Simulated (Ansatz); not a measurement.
## Electronic structure of Cl$_{3}$Sn···SiH$_{4}$ (doublet) in real space

The calculation's input:

```
crystal:
  periodic: [false, false, false]
  atoms:
    - { symbol: Sn, position_ang: [0.00062, 1.0e-06, -0.206433] }
    - { symbol: H, position_ang: [-9.1e-05, -2.4e-05, 1.539523] }
    - { symbol: Cl, position_ang: [2.20573, 8.0e-05, -1.064612] }
    - { symbol: Cl, position_ang: [-1.101949, 1.909385, -1.064936] }
    - { symbol: Cl, position_ang: [-1.10183, -1.909439, -1.064967] }
    - { symbol: Si, position_ang: [-2.1e-05, -1.2e-05, 4.191273] }
    - { symbol: H, position_ang: [-0.786506, -1.224682, 4.571692] }
    - { symbol: H, position_ang: [1.453835, -0.068768, 4.571567] }
    - { symbol: H, position_ang: [-0.667387, 1.293459, 4.571594] }
magnetization:
  spin_polarized: true
  initial_magnetization: 1
basis:
  gaussian: { orbitals: def2-SVP }
hamiltonian:
  xc: pbe
relax:
  f_tol: 0.03
  max_steps: 50
output:
  orbitals: {}
```

Run with:

```sh
ansatz run input.yaml --threads 4 --pin off --max-ram 5120MiB --backend cpu --events-out ev --progress --plain --runs-dir out
```

The fields are those of the run's last geometry, not of the input's.

Core potentials replace the inner electrons of Sn.

These are results of Ansatz, UKS PBE/def2-SVP, not measurements.

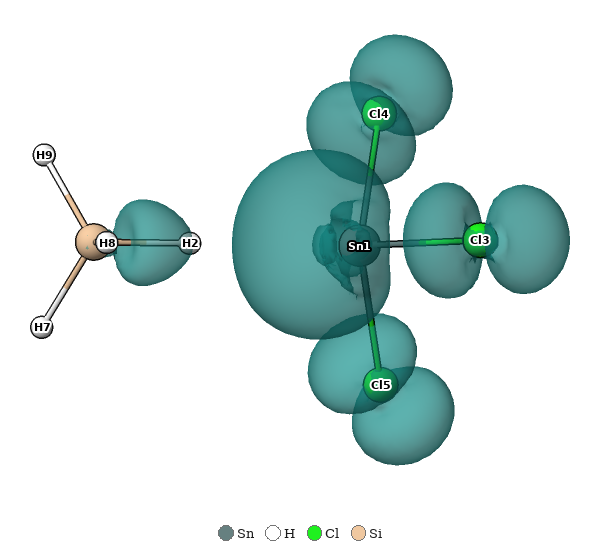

Figure 1. Isosurface of the spin density at +0.015 e/Å³ (teal), seen at a tilt.

### Where is the unpaired spin?

The unpaired spin (1 electron) lies mostly on Sn1 (about 0.4), Cl3 (about 0.2), Cl4 (about 0.2) and Cl5 (about 0.2), in electrons by Hirshfeld's partition.

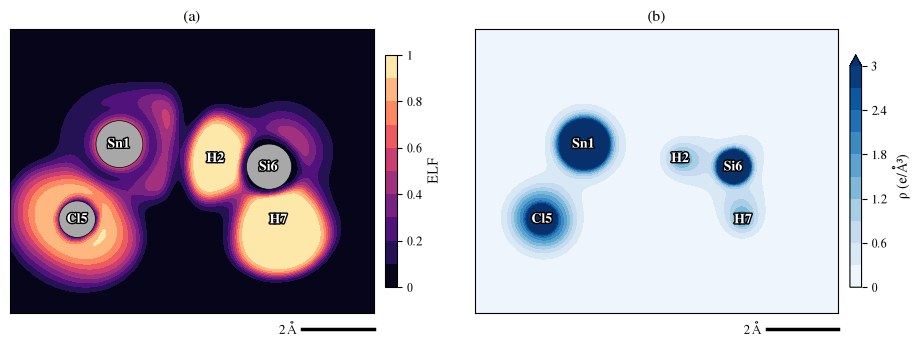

Figure 2. (a) ELF; (b) electron density on the plane of atoms H2, Si6 and H7. Grey discs cover the atomic cores in the ELF map.

### Describe what can be read from this map.

- Atoms in the plane: Sn, H, Cl and Si.
- Sn1···H2 (2.69 Å): the density falls to about 0.11 e/Å³ on the way; the ELF dips to about 0.20 between them.
- Sn–Cl (2.40 Å): the density is about 0.48 e/Å³ at the midpoint; the ELF peaks at about 0.80 in the valence shell of Cl, 0.8 Å from its nucleus, and drops to about 0.15 between the two atoms.
- Si–H (1.52 Å): ρ is about 0.7 e/Å³ halfway; the ELF climbs to about 1 towards the hydrogen, as it does in any bond to H.
- The ELF also peaks beside Cl5, away from the bonds: non-bonding electrons, paired or unpaired.

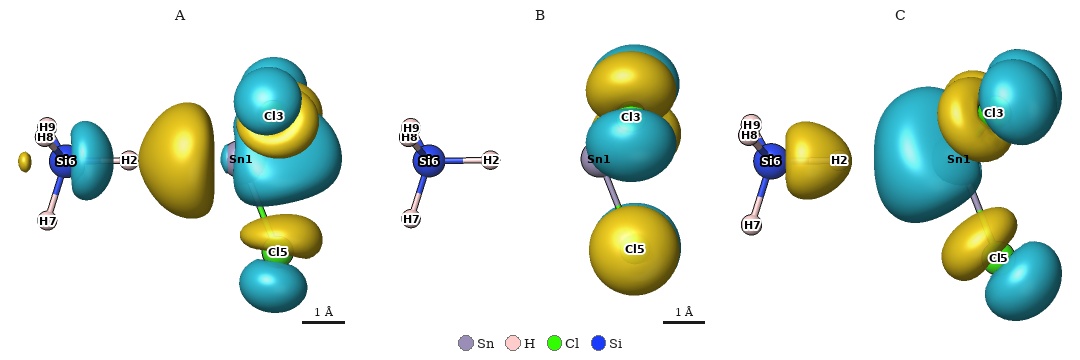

Figure 3. Three frontier orbitals at ±0.08 Å⁻³ᐟ² (yellow and cyan are the two phases), in no order.

### Order the three orbitals by energy and name them. All are α orbitals.

B is the HOMO−1 (α) (−7.53 eV). Its weight (Hirshfeld) is mainly on Cl3 (about 30 %), Cl4 (about 30 %) and Cl5 (about 30 %); largely a combination of lone pairs on Cl3, Cl4 and Cl5. C is the HOMO (α) (−6.25 eV). Its weight (Hirshfeld) is mainly on Sn1 (about 35 %), Cl3 (about 20 %), Cl4 (about 20 %) and Cl5 (about 20 %). A is the LUMO (α) (−2.20 eV). Its weight (Hirshfeld) is mainly on Sn1 (about 50 %), Cl3 (about 15 %), Cl4 (about 15 %), Cl5 (about 15 %) and Si6 (about 5 %).

### What is the gap between the highest occupied and lowest empty α orbitals?

4.05 eV between the orbital energies.
